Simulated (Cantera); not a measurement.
Feed: 1 mol Al, a varied amount of NH3, 170 mol N2, 16 mol O2, equilibrated at 752 °C and 0.110 bar.

These are equilibrium values from Cantera (NASA tables, ideal gas, pure condensed phases), not measurements of a reactor. Candidate condensed phases: Al, AlN, Al2O3, H2O; 35 gas species. The numbers say what is thermodynamically allowed, not how fast it happens.

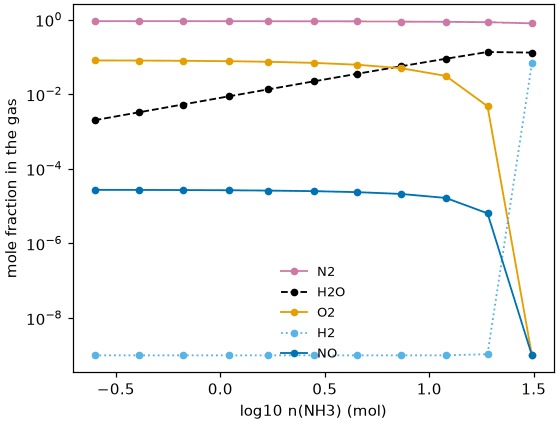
Figure: Equilibrium gas composition (values under 1e-9 drawn at 1e-9)

From 0.25 mol NH3 to 31 mol NH3 the condensed part is Al2O3(s).
